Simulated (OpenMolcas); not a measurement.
## Excited-state calculation of SnClF2 (part 2 of 3)

SnClF2, multiplicity 2, SMILES [F][Sn]([F])[Cl]; MC-PDFT (tLSDA)/STO-3G (OpenMolcas 26.06). The geometry comes from this level: GFN2-xTB.

Geometry of the input (Å):
```
F  -1.1543  -0.4885  1.6441
Sn 0.2253  0.4420  0.2940
F  1.8827  -0.8377  -0.1602
Cl -0.9537  0.8842  -1.7779
```

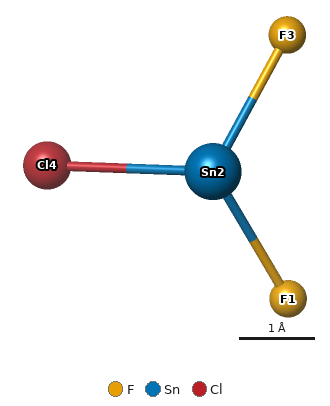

Fig. 1: The structure as given in the input (ball-and-stick view, seen on its broad side; atoms are numbered from 1 in the order of the input). Sticks mark near contacts.

**The program's output, continued**
```
      printout of CI-coefficients larger than  0.05 for root  1
      energy=   -6613.959443
      conf/sym  111111111     Coeff  Weight
             1  22222u000  -0.58434 0.34146
             2  222220u00  -0.14436 0.02084
             3  2222200u0   0.10063 0.01013
             5  2222u2000   0.55948 0.31302
             7  2222uud00   0.16177 0.02617
             9  2222ud0u0  -0.16367 0.02679
            11  2222uu0d0   0.15769 0.02487
            12  2222u0ud0  -0.05373 0.00289
            13  2222u0020  -0.06477 0.00419
            21  222u22000  -0.05565 0.00310
            22  222u2du00  -0.11406 0.01301
            23  222u2ud00  -0.06095 0.00372
            27  222u2u0d0   0.05007 0.00251
            53  2u2222000  -0.20040 0.04016
            69  u22222000  -0.18173 0.03302
            73  u2222d0u0  -0.10213 0.01043
            86  22220u200  -0.05181 0.00268
            87  2222020u0   0.09753 0.00951
            90  22220uud0  -0.06584 0.00434
           105  222ud2u00   0.05513 0.00304
           171  u222du020  -0.05304 0.00281
           388  222uu20d0  -0.08154 0.00665

      printout of CI-coefficients larger than  0.05 for root  2
      energy=   -6613.953210
      conf/sym  111111111     Coeff  Weight
             1  22222u000  -0.20933 0.04382
             2  222220u00   0.07709 0.00594
             5  2222u2000   0.23244 0.05403
             7  2222uud00  -0.08570 0.00734
            11  2222uu0d0  -0.07921 0.00627
            53  2u2222000   0.56565 0.31996
            54  2u222du00  -0.11587 0.01343
            55  2u222ud00  -0.15890 0.02525
            69  u22222000   0.56197 0.31582
            70  u2222du00  -0.10533 0.01110
            71  u2222ud00  -0.16097 0.02591
            77  u22220020  -0.05224 0.00273
            87  2222020u0  -0.06489 0.00421
           147  2u22d20u0  -0.12505 0.01564
           167  u222d20u0  -0.10873 0.01182
           436  2u22u20d0  -0.15244 0.02324
           460  u222u20d0  -0.15070 0.02271
          3105  uu22u2dd0   0.05490 0.00301

      printout of CI-coefficients larger than  0.05 for root  3
      energy=   -6613.936573
      conf/sym  111111111     Coeff  Weight
             1  22222u000  -0.22418 0.05026
             3  2222200u0  -0.71617 0.51290
             6  2222udu00  -0.13905 0.01933
             7  2222uud00  -0.06737 0.00454
            10  2222u0du0   0.06820 0.00465
            21  222u22000   0.40174 0.16140
            25  222u2d0u0   0.07896 0.00623
            27  222u2u0d0   0.06403 0.00410
            29  222u20020  -0.08794 0.00773
            54  2u222du00   0.13720 0.01882
            58  2u2220du0  -0.07336 0.00538
            69  u22222000  -0.09274 0.00860
            73  u2222d0u0   0.07226 0.00522
            75  u2222u0d0  -0.10477 0.01098
            89  2222002u0   0.05725 0.00328
            91  22220u020  -0.05319 0.00283
           105  222ud2u00   0.07866 0.00619
           108  222ududu0  -0.12683 0.01609
           112  222ud0u20   0.05606 0.00314
           147  2u22d20u0  -0.12847 0.01650
           151  2u22du020   0.05275 0.00278
           168  u222dudu0   0.05286 0.00279
           187  2220220u0   0.11092 0.01230
           225  2u2d22u00  -0.08435 0.00711
           228  2u2d2udu0   0.10896 0.01187
           247  u22d220u0  -0.06262 0.00392
           327  2022220u0   0.10409 0.01083
           348  ud222udu0  -0.05591 0.00313
           367  0222220u0   0.05829 0.00340
           436  2u22u20d0   0.05730 0.00328
           440  2u22ud020  -0.05258 0.00277

      printout of CI-coefficients larger than  0.05 for root  4
      energy=   -6613.953139
      conf/sym  111111111     Coeff  Weight
             1  22222u000   0.20922 0.04377
             2  222220u00   0.07724 0.00597
             5  2222u2000   0.23203 0.05384
             7  2222uud00   0.08581 0.00736
            11  2222uu0d0  -0.07881 0.00621
            53  2u2222000   0.55450 0.30747
            54  2u222du00   0.11396 0.01299
            55  2u222ud00   0.15581 0.02428
            69  u22222000  -0.57305 0.32838
            70  u2222du00  -0.10769 0.01160
            71  u2222ud00  -0.16419 0.02696
            77  u22220020   0.05317 0.00283
            87  2222020u0   0.06474 0.00419
           147  2u22d20u0   0.12290 0.01511
           167  u222d20u0  -0.11123 0.01237
           436  2u22u20d0   0.14950 0.02235
           460  u222u20d0  -0.15372 0.02363
          3105  uu22u2dd0   0.05488 0.00301

      printout of CI-coefficients larger than  0.05 for root  5
      energy=   -6613.959497
      conf/sym  111111111     Coeff  Weight
             1  22222u000  -0.58462 0.34177
             2  222220u00   0.14452 0.02089
             3  2222200u0   0.10102 0.01021
             5  2222u2000  -0.55957 0.31312
             7  2222uud00   0.16205 0.02626
             9  2222ud0u0   0.16374 0.02681
            11  2222uu0d0  -0.15692 0.02462
            12  2222u0ud0  -0.05368 0.00288
            13  2222u0020   0.06455 0.00417
            21  222u22000  -0.05554 0.00308
            22  222u2du00   0.11387 0.01297
            23  222u2ud00   0.06072 0.00369
            27  222u2u0d0   0.05034 0.00253
            53  2u2222000   0.19666 0.03868
            69  u22222000  -0.18533 0.03435
            73  u2222d0u0  -0.10261 0.01053
            86  22220u200  -0.05202 0.00271
            87  2222020u0   0.09758 0.00952
            90  22220uud0   0.06580 0.00433
           105  222ud2u00   0.05486 0.00301
           171  u222du020   0.05336 0.00285
           388  222uu20d0   0.08160 0.00666

      Natural orbitals and occupation numbers for root  1
      sym 1:   1.949654   1.990055   1.984093   1.934221   1.859221   1.013742   0.085478   0.155061   0.028475

      Natural orbitals and occupation numbers for root  2
      sym 1:   1.980098   1.002531   1.985905   1.996616   1.951279   1.883674   0.053006   0.116692   0.030200

      Natural orbitals and occupation numbers for root  3
      sym 1:   1.981552   1.978693   1.975002   1.716198   1.790202   0.461104   0.144505   0.927566   0.025176

      Natural orbitals and occupation numbers for root  4
      sym 1:   1.002541   1.980114   1.985903   1.996611   1.951277   1.883557   0.052981   0.116811   0.030204

      Natural orbitals and occupation numbers for root  5
      sym 1:   1.949777   1.990056   1.984097   1.934288   1.859377   1.013723   0.085468   0.154741   0.028474

      ************************************************************************************************************************
      *                                                    Final results                                                     *
      ************************************************************************************************************************

++    Final optimization conditions:
      ------------------------------

      Average CI energy                           -6613.95237237
      RASSCF energy for state  5                  -6613.95949695
      Super-CI energy                                -0.00000000
      RASSCF energy change                            0.00000000
      Max change in MO coefficients               1.741E-05
      Max non-diagonal density matrix element     1.785E-05
      Maximum BLB matrix element                  7.463E-06
      (orbital pair  37,  46 in symmetry   1)
      Norm of electronic gradient            3.281E-02
--

      Final state energy(ies):
      ------------------------

::    RASSCF root number  1 Total energy:  -6613.95944342
::    RASSCF root number  2 Total energy:  -6613.95320981
::    RASSCF root number  3 Total energy:  -6613.93657262
::    RASSCF root number  4 Total energy:  -6613.95313904
::    RASSCF root number  5 Total energy:  -6613.95949695
      Von Neumann Entropy (Root   1) =  1.26362

      Mulliken population analysis for root number:  1
      -----------------------------------------------

++    Molecular charges:
      ------------------

      Mulliken charges per centre
      ---------------------------

                F1      SN2     F3      CL4
      Total    9.1668 49.3430  9.0172 17.4731

      N-E     -0.1668  0.6570 -0.0172 -0.4731

      Total electronic charge=   85.000000

      Total            charge=   -0.000000
--

      Expectation values of various properties for root number:  1
      -----------------------------------------------------------

++    Molecular properties:
      ---------------------

      Charge (e):
                      =   -0.0000
      Dipole Moment (debye):
      Origin of the operator (angstrom)=    0.0389    0.3045    0.0066
                   X=  2.0041E+00               Y= -1.1760E+00               Z=  2.8321E+00           Total=  3.6634E+00
      Quadrupole Moment (debye*angstrom):
      Origin of the operator (angstrom)=    0.0389    0.3045    0.0066
                  XX= -4.4899E+01              XY= -8.9522E-01              XZ= -3.3572E+00              YY= -4.1777E+01
                  YZ=  3.6375E+00              ZZ= -5.0123E+01
      In traceless form (debye*angstrom)
                  XX=  1.0513E+00              XY= -1.3428E+00              XZ= -5.0359E+00              YY=  5.7335E+00
                  YZ=  5.4562E+00              ZZ= -6.7848E+00
--

      Mulliken spin population analysis for root number:  1
      ---------------------------------------------------

++    Molecular charges:
      ------------------

      Mulliken spin population per centre
      ---------------------------

                F1      SN2     F3      CL4
      Total    0.0032  0.2024  0.7730  0.0214

      Total electronic spin=    1.000000
--

      Von Neumann Entropy (Root   2) =  1.11176

      Mulliken population analysis for root number:  2
      -----------------------------------------------

++    Molecular charges:
      ------------------

      Mulliken charges per centre
      ---------------------------

                F1      SN2     F3      CL4
      Total    8.8635 49.4626  9.1896 17.4843

      N-E      0.1365  0.5374 -0.1896 -0.4843

      Total electronic charge=   85.000000

      Total            charge=   -0.000000
--

      Expectation values of various properties for root number:  2
      -----------------------------------------------------------

++    Molecular properties:
      ---------------------

      Charge (e):
                      =   -0.0000
      Dipole Moment (debye):
      Origin of the operator (angstrom)=    0.0389    0.3045    0.0066
                   X= -4.9677E-01               Y= -2.6349E+00               Z=  4.3180E+00           Total=  5.0828E+00
      Quadrupole Moment (debye*angstrom):
      Origin of the operator (angstrom)=    0.0389    0.3045    0.0066
                  XX= -4.5160E+01              XY=  4.1476E+00              XZ= -6.0096E+00              YY= -4.2889E+01
                  YZ= -1.9890E-01              ZZ= -4.7629E+01
      In traceless form (debye*angstrom)
                  XX=  9.9217E-02              XY=  6.2214E+00              XZ= -9.0143E+00              YY=  3.5051E+00
                  YZ= -2.9834E-01              ZZ= -3.6043E+00
--

      Mulliken spin population analysis for root number:  2
      ---------------------------------------------------

++    Molecular charges:
      ------------------

      Mulliken spin population per centre
      ---------------------------

                F1      SN2     F3      CL4
      Total    1.0033  0.0226 -0.0242 -0.0018

      Total electronic spin=    1.000000
--

      Von Neumann Entropy (Root   3) =  1.73450

      Mulliken population analysis for root number:  3
      -----------------------------------------------

++    Molecular charges:
      ------------------

      Mulliken charges per centre
      ---------------------------

                F1      SN2     F3      CL4
      Total    9.1023 49.3969  9.1025 17.3983

      N-E     -0.1023  0.6031 -0.1025 -0.3983

      Total electronic charge=   85.000000

      Total            charge=   -0.000000
--

      Expectation values of various properties for root number:  3
      -----------------------------------------------------------

++    Molecular properties:
      ---------------------

      Charge (e):
                      =   -0.0000
      Dipole Moment (debye):
      Origin of the operator (angstrom)=    0.0389    0.3045    0.0066
                   X=  2.1138E+00               Y=  6.9560E-01               Z=  3.4289E+00           Total=  4.0877E+00
      Quadrupole Moment (debye*angstrom):
      Origin of the operator (angstrom)=    0.0389    0.3045    0.0066
                  XX= -4.4680E+01              XY=  1.6537E+00              XZ= -2.0225E+00              YY= -4.2592E+01
                  YZ=  2.5749E+00              ZZ= -4.7575E+01
      In traceless form (debye*angstrom)
                  XX=  4.0288E-01              XY=  2.4805E+00              XZ= -3.0338E+00              YY=  3.5360E+00
                  YZ=  3.8623E+00              ZZ= -3.9388E+00
--

      Mulliken spin population analysis for root number:  3
      ---------------------------------------------------

++    Molecular charges:
      ------------------

      Mulliken spin population per centre
      ---------------------------

                F1      SN2     F3      CL4
      Total   -0.0796  1.1203 -0.0795  0.0388

      Total electronic spin=    1.000000
--

      Von Neumann Entropy (Root   4) =  1.11195

      Mulliken population analysis for root number:  4
      -----------------------------------------------

++    Molecular charges:
      ------------------

      Mulliken charges per centre
      ---------------------------

                F1      SN2     F3      CL4
      Total    9.1895 49.4628  8.8635 17.4843

      N-E     -0.1895  0.5372  0.1365 -0.4843

      Total electronic charge=   85.000000

      Total            charge=   -0.000000
--

      Expectation values of various properties for root number:  4
      -----------------------------------------------------------

++    Molecular properties:
      ---------------------

      Charge (e):
                      =   -0.0000
      Dipole Moment (debye):
      Origin of the operator (angstrom)=    0.0389    0.3045    0.0066
                   X=  3.5404E+00               Y= -3.1005E+00               Z=  1.9190E+00           Total=  5.0823E+00
      Quadrupole Moment (debye*angstrom):
      Origin of the operator (angstrom)=    0.0389    0.3045    0.0066
                  XX= -4.2812E+01              XY= -2.5073E+00              XZ= -3.4692E+00              YY= -4.1390E+01
                  YZ=  3.3000E+00              ZZ= -5.1476E+01
      In traceless form (debye*angstrom)
                  XX=  3.6206E+00              XY= -3.7610E+00              XZ= -5.2038E+00              YY=  5.7541E+00
                  YZ=  4.9500E+00              ZZ= -9.3747E+00
--

      Mulliken spin population analysis for root number:  4
      ---------------------------------------------------

++    Molecular charges:
      ------------------

      Mulliken spin population per centre
      ---------------------------
```
